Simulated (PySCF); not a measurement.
**Two runs on C$_{4}$H$_{10}$NOP**

System: C$_{4}$H$_{10}$NOP, SMILES CNP(C)C(C)=O.
Method of run 1: GIAO PBE0/pcSseg-0 NMR shielding, non-relativistic, gas phase (PySCF 2.14.0).

The geometry comes from this level: GFN2-xTB. Text and figures count atoms from 1; the logs count them from 0 in places.

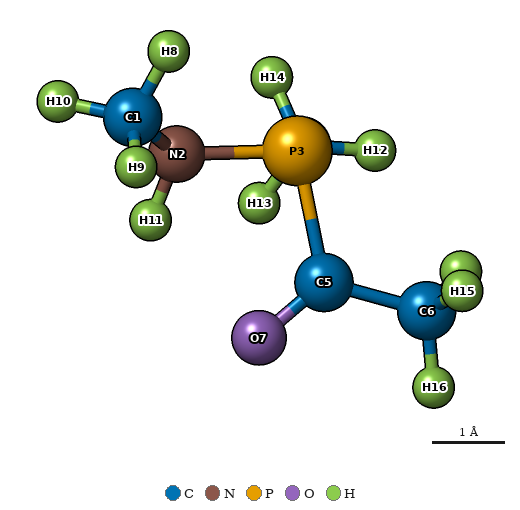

The structure as given in the input (ball-and-stick view, seen at a tilt; atoms are numbered from 1 in the order of the input). Bond lengths as drawn: C–C 1.50 Å, C–H 1.09 Å, C–N 1.46 Å, C–O 1.21 Å, C–P 1.86 to 1.88 Å, H–N 1.02 Å and N–P 1.70 Å.

Input file, run 1:
```
{"job": {"kind": "nmr", "xc": "PBE0", "basis": "pcSseg-0", "pop": true, "scf": {"aux": "def2-universal-jkfit"}}, "charge": 0, "multiplicity": 1}
C     -2.461189    -1.210563    -0.273567
N     -1.462763    -0.181375    -0.523401
P     -0.322856     0.165815     0.683392
C     -0.002643     1.930449     0.187075
C      1.233319    -0.486464    -0.152795
C      2.512530    -0.344608     0.610404
O      1.138211    -1.014072    -1.233594
H     -2.827435    -1.102483     0.746573
H     -2.082550    -2.229126    -0.400238
H     -3.295016    -1.063178    -0.962418
H     -1.010322    -0.327337    -1.427214
H      0.802497     2.355706     0.781111
H      0.242395     1.994124    -0.872322
H     -0.917231     2.488065     0.377956
H      2.485890    -1.058247     1.433569
H      3.370448    -0.556406    -0.024130
H      2.589718     0.651731     1.039690
```

The first line tells a small driver script what to run in PySCF; the rest is the geometry in Å.

Command:
```bash
OMP_NUM_THREADS=1 python <driver script> task.json out
```

Hardware: 1 CPU thread, shared host.

Output (run 1):
```
final grid: 132680 points
cycle   1  E = -628.0893449420  dE =  7.604e-01  |g| = 7.578e-01  |ddm| = 4.140e+00
cycle   2  E = -627.6292422280  dE =  4.601e-01  |g| = 1.699e+00  |ddm| = 3.071e+00
cycle   3  E = -628.2103881970  dE = -5.811e-01  |g| = 1.388e-01  |ddm| = 2.326e+00
cycle   4  E = -628.2144537710  dE = -4.066e-03  |g| = 6.366e-02  |ddm| = 2.328e-01
cycle   5  E = -628.2152955456  dE = -8.418e-04  |g| = 1.449e-02  |ddm| = 8.205e-02
cycle   6  E = -628.2153426030  dE = -4.706e-05  |g| = 4.784e-03  |ddm| = 2.261e-02
cycle   7  E = -628.2153473759  dE = -4.773e-06  |g| = 1.237e-03  |ddm| = 6.973e-03
cycle   8  E = -628.2153477244  dE = -3.485e-07  |g| = 2.866e-04  |ddm| = 2.492e-03
cycle   9  E = -628.2153477440  dE = -1.953e-08  |g| = 9.738e-05  |ddm| = 5.378e-04
cycle  10  E = -628.2153477466  dE = -2.599e-09  |g| = 1.218e-05  |ddm| = 1.691e-04
cycle  11  E = -628.2153477466  dE = -4.707e-11  |g| = 3.882e-06  |ddm| = 3.408e-05
converged SCF energy = -628.2153477466

GIAO shielding tensors (ppm)
atom      isotropic    diamagn.    paramagn.     s11        s22        s33       span
  0 C      156.234     241.371     -85.137    135.600    138.686    194.417     58.817
  1 N      254.799     332.504     -77.705    216.085    254.227    294.086     78.001
  2 P      317.153     962.975    -645.821    202.556    316.128    432.775    230.219
  3 C      172.324     257.532     -85.208    145.904    175.902    195.166     49.261
  4 C      -52.709     260.156    -312.866   -156.664   -103.796    102.332    258.996
  5 C      159.109     251.505     -92.396    130.557    147.792    198.979     68.423
  6 O     -435.830     396.565    -832.395  -1235.862   -479.370    407.743   1643.605
  7 H       30.676      28.512       2.164     25.720     28.748     37.561     11.841
  8 H       30.836      28.169       2.666     25.278     29.223     38.006     12.728
  9 H       29.940      28.243       1.697     24.666     27.176     37.980     13.314
 10 H       32.666      35.289      -2.623     23.431     30.956     43.613     20.182
 11 H       32.033      32.203      -0.170     27.419     29.914     38.768     11.349
 12 H       32.076      32.213      -0.137     28.390     30.042     37.796      9.406
 13 H       31.562      31.894      -0.332     27.315     29.014     38.356     11.040
 14 H       30.604      29.074       1.531     27.511     29.242     35.059      7.548
 15 H       30.861      29.372       1.489     27.545     28.308     36.731      9.185
 16 H       30.426      30.007       0.419     26.889     31.704     32.685      5.797
```

For run 2 the input was changed thus:
```diff
-"basis": "pcSseg-0"
-"pop": true
-"scf": {"aux": "def2-universal-jkfit"}
+"basis": "pcSseg-1"
```

What does this change do to the results?

The total energy of run 2 is 653.6 kcal/mol lower, which measures the change of basis and not a stability. The HOMO goes from −6.44 to −6.62 eV. The LUMO goes from −0.90 to −0.81 eV. The dipole moment goes from 1.51 to 1.42 D. Of all shieldings, the largest change is that of O7, by +79.3 ppm. The SCF takes 14 iterations against 11. The basis functions go from 87 to 176.

Output (run 2):
```
coarse grid: 14320 points
cycle   1  E = -629.0722637195  dE =  7.808e-01  |g| = 8.095e-01  |ddm| = 3.643e+00
cycle   2  E = -628.6561076867  dE =  4.162e-01  |g| = 1.664e+00  |ddm| = 2.255e+00
cycle   3  E = -629.1975138975  dE = -5.414e-01  |g| = 1.970e-01  |ddm| = 1.805e+00
cycle   4  E = -629.2059157978  dE = -8.402e-03  |g| = 6.566e-02  |ddm| = 2.077e-01
cycle   5  E = -629.2067858572  dE = -8.701e-04  |g| = 1.961e-02  |ddm| = 6.681e-02
cycle   6  E = -629.2068732876  dE = -8.743e-05  |g| = 5.863e-03  |ddm| = 2.231e-02
cycle   7  E = -629.2068800521  dE = -6.764e-06  |g| = 1.689e-03  |ddm| = 6.455e-03
final grid: 132680 points
cycle   8  E = -629.2569444369  dE = -1.722e-05  |g| = 1.356e-02  |ddm| = 2.860e-02
cycle   9  E = -629.2568675379  dE =  7.690e-05  |g| = 2.427e-02  |ddm| = 2.657e-02
cycle  10  E = -629.2569803231  dE = -1.128e-04  |g| = 3.425e-03  |ddm| = 1.891e-02
cycle  11  E = -629.2569827774  dE = -2.454e-06  |g| = 2.121e-04  |ddm| = 2.819e-03
cycle  12  E = -629.2569827834  dE = -5.956e-09  |g| = 1.491e-04  |ddm| = 3.210e-04
cycle  13  E = -629.2569827881  dE = -4.736e-09  |g| = 2.547e-05  |ddm| = 1.352e-04
cycle  14  E = -629.2569827882  dE = -1.478e-10  |g| = 1.012e-05  |ddm| = 4.139e-05
converged SCF energy = -629.2569827882

GIAO shielding tensors (ppm)
atom      isotropic    diamagn.    paramagn.     s11        s22        s33       span
  0 C      150.189     242.608     -92.419    129.729    133.884    186.954     57.225
  1 N      235.850     327.745     -91.895    200.284    236.479    270.787     70.503
  2 P      296.446     969.483    -673.036    183.688    295.518    410.133    226.446
  3 C      164.537     254.796     -90.259    139.479    168.184    185.950     46.471
  4 C      -48.909     257.635    -306.544   -152.492    -92.725     98.490    250.982
  5 C      154.636     253.768     -99.132    129.570    143.569    190.769     61.198
  6 O     -356.569     403.091    -759.660  -1023.844   -417.317    371.453   1395.297
  7 H       29.237      28.987       0.250     24.785     27.500     35.427     10.642
  8 H       29.123      29.239      -0.116     23.695     27.253     36.421     12.726
  9 H       28.687      27.605       1.083     23.677     26.143     36.243     12.566
 10 H       30.114      36.490      -6.376     22.186     28.876     39.282     17.096
 11 H       30.781      31.767      -0.986     26.414     28.546     37.384     10.969
 12 H       30.692      32.918      -2.226     27.160     29.359     35.557      8.397
 13 H       30.283      31.012      -0.729     26.439     27.912     36.498     10.059
 14 H       29.425      29.674      -0.249     26.170     28.404     33.700      7.530
 15 H       29.573      28.742       0.831     26.093     27.450     35.176      9.083
 16 H       29.152      31.236      -2.085     25.593     30.821     31.040      5.447
```

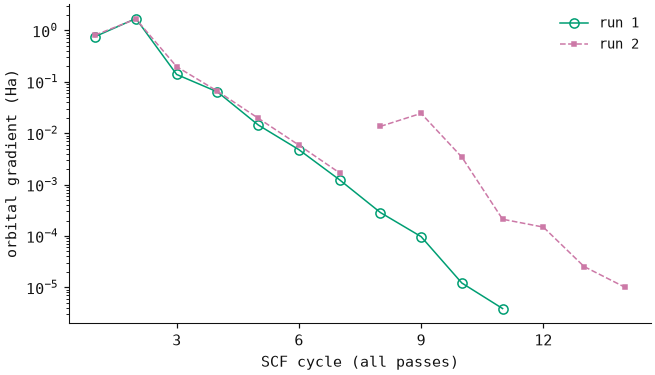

Convergence of the two runs: orbital gradient against the SCF cycle. A break in a curve parts two SCF passes (coarse and final grid). Run 1 takes 11 cycles in all, and run 2 takes 14.

The two runs side by side:

```csv
quantity,run 1,run 2
outcome,converged,converged
total energy (hartree),−628.215348,−629.256983
HOMO (eV),−6.44,−6.62
LUMO (eV),−0.90,−0.81
dipole moment (D),1.51,1.42
shielding of C1 (ppm),156.2,150.2
shielding of N2 (ppm),254.8,235.8
shielding of P3 (ppm),317.2,296.4
shielding of C4 (ppm),172.3,164.5
shielding of C5 (ppm),−52.7,−48.9
shielding of C6 (ppm),159.1,154.6
shielding of O7 (ppm),−435.8,−356.6
SCF iterations,11,14
basis functions,87,176
wall time (shared host),27 s,94 s
```
